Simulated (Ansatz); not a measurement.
# Calculations on C$_{4}$H$_{9}$N

Part 1: Relaxation

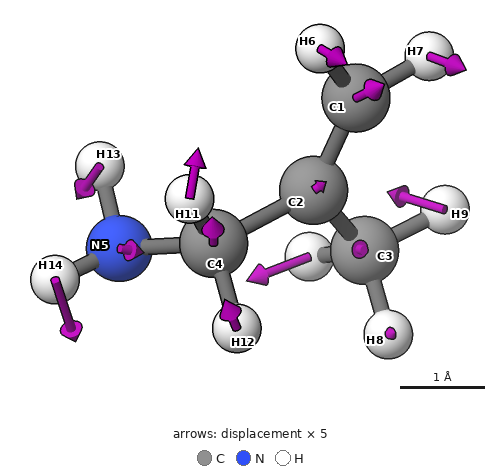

A relaxation of C₄H₉N. The starting structure is drawn; purple arrows show the displacements, magnified 5 times. The two geometries are superimposed by the best rigid fit.

A ball-and-stick model, seen from a free direction.

The run prepares an end point of a later path (inversion) calculation, from a guessed geometry.

Computed with RKS PBE0-D4/def2-SVP in Ansatz. (no spin polarisation; force threshold 0.015 eV/Å; at most 40 steps)

Describe the change and its energy.

The largest move after the best rigid fit is that of an H atom, 0.22 Å. Largest moves by element: H 0.22 Å, C 0.11 Å, N 0.08 Å. Among the contacts that change: C–H 1.148 → 1.094 Å, C–C 1.286 → 1.338 Å, C–H 1.156 → 1.110 Å, C–C 1.470 → 1.508 Å. Bond angles that change, for instance: H–C–H 111.9° → 117.2°, N–C–H 109.5° → 114.8°, C–C–N 116.0° → 111.1°. After 9 accepted moves (11 points after the start) the energy has fallen by 0.453 eV. Largest force component: 4.3 eV/Å at the start, 0.0072 eV/Å at the end. The line search rejected the trial steps at points 3, 10 of the run. Cost: 45 s on 2 threads of Intel(R) Xeon(R) CPU @ 2.80GHz (Skylake/Cascade Lake) (shared host), peak memory 0.28 GiB.

Part 2: Relaxation

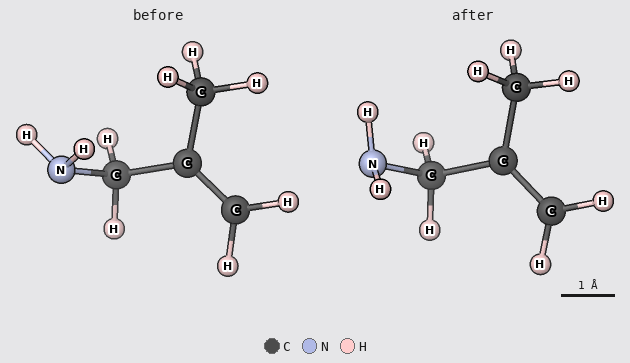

The structure of C$_{4}$H$_{9}$N before (left) and after (right) a relaxation, at one scale.

A ball-and-stick model, seen at a tilt.

The run prepares an end point of a later path (inversion) calculation, from a guessed geometry.

Level of theory: RKS PBE0-D4/def2-SVP (Ansatz).

The input:
```yaml
crystal:
  periodic: [false, false, false]
  atoms:
    - { symbol: C, position_ang: [-0.6521, 1.5148, 0.489] }
    - { symbol: C, position_ang: [-0.139, 0.3414, 0.377] }
    - { symbol: C, position_ang: [1.0258, -0.0338, 1.1971] }
    - { symbol: C, position_ang: [-0.6043, -0.7043, -0.5459] }
    - { symbol: "N", position_ang: [0.2937, -1.0565, -1.592] }
    - { symbol: H, position_ang: [-1.5681, 1.8506, -0.1162] }
    - { symbol: H, position_ang: [-0.2802, 2.3167, 1.1554] }
    - { symbol: H, position_ang: [0.8761, -0.91, 1.8] }
    - { symbol: H, position_ang: [1.3478, 0.7795, 1.9472] }
    - { symbol: H, position_ang: [1.9272, -0.244, 0.5995] }
    - { symbol: H, position_ang: [-1.6184, -0.3845, -0.9985] }
    - { symbol: H, position_ang: [-0.9008, -1.6049, 0.054] }
    - { symbol: H, position_ang: [1.19001, -0.59137, -1.35151] }
    - { symbol: H, position_ang: [0.46248, -2.03718, -1.56031] }
basis:
  gaussian: { orbitals: def2-SVP }
hamiltonian:
  xc: pbe0
  dispersion: d4
relax:
  f_tol: 0.015
  max_steps: 40
```

Launched with:
```bash
ansatz run input.yaml --threads 2 --pin off --max-ram 3072MiB --backend cpu --events-out ev --progress --plain --runs-dir out
```

### What changed between the two?

Over 10 accepted moves (13 points after the start) the energy falls by 54.9 kJ/mol. Largest force component: 4.3 eV/Å at the start, 0.0045 eV/Å at the end. The line search rejected the trial steps at points 8, 10, 12 of the run. H13 moves most after the best rigid fit: 0.85 Å. By element the largest moves are H 0.85 Å, N 0.18 Å, C 0.09 Å. Near-neighbour distances that change, for instance: C1–H6 1.148 → 1.094 Å, C3–H9 1.152 → 1.099 Å, C4–H11 1.156 → 1.102 Å, C1–C2 1.286 → 1.338 Å. Bond angles that change, for instance: H6–C1–H7 111.9° → 117.1°, C4–N5–H13 105.3° → 110.2°, H11–C4–H12 101.5° → 105.9°. Groups turn about C4–N5 by about 60°. The run took 46 s on 2 threads of Intel(R) Xeon(R) CPU @ 2.80GHz (Skylake/Cascade Lake), on a shared host, peak memory 0.28 GiB.

Part 3: Path

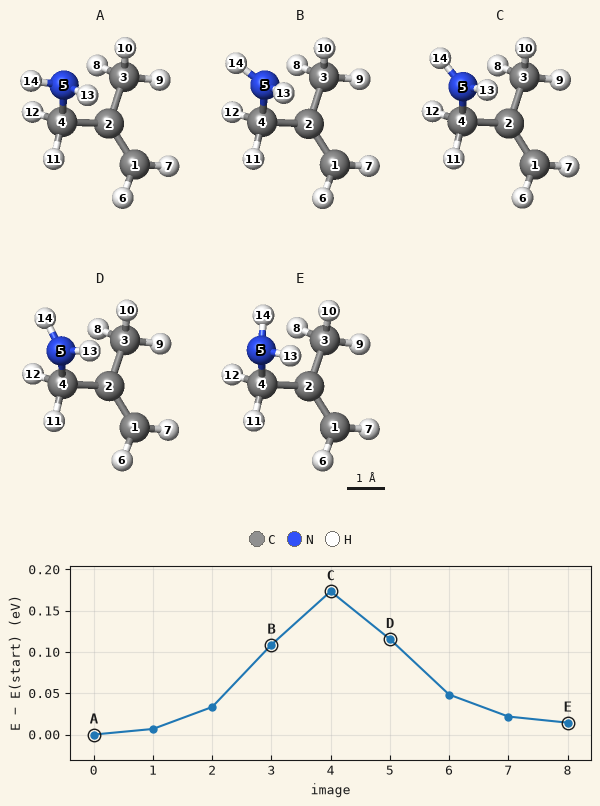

A search for the minimum-energy path of C₄H₉N by the nudged elastic band. Images are numbered from 0 (start) to 8 (end). Frames A to E are images 0, 3, 4, 5, 8. The picture is a ball-and-stick view, seen from a free direction.

Computed with RKS PBE0-D4/def2-SVP in Ansatz 0.2.0. Settings: 7 movable images; climbing image; force threshold 0.05 eV/Å; iteration limit 60; starting path through a guess of the saddle point.

What happens along the path, and what is the barrier?

Answer. The energy climbs by 0.173 eV to image 4 and then falls by 0.159 eV, so the end point sits at +0.014 eV. The motion is an umbrella inversion at N5. No bond forms or breaks between the ends. Bond angles that change up to the highest image, for instance: H13–N5–H14 106.8° → 118.1°, C4–N5–H14 110.8° → 121.8°. The band is converged. At the top, the vibrational analysis gives one imaginary mode (620i cm⁻¹), as a transition state must have.

The run took 2.8 min on 2 threads of Intel(R) Xeon(R) CPU @ 2.80GHz (Skylake/Cascade Lake), on a shared host, peak memory 0.28 GiB.
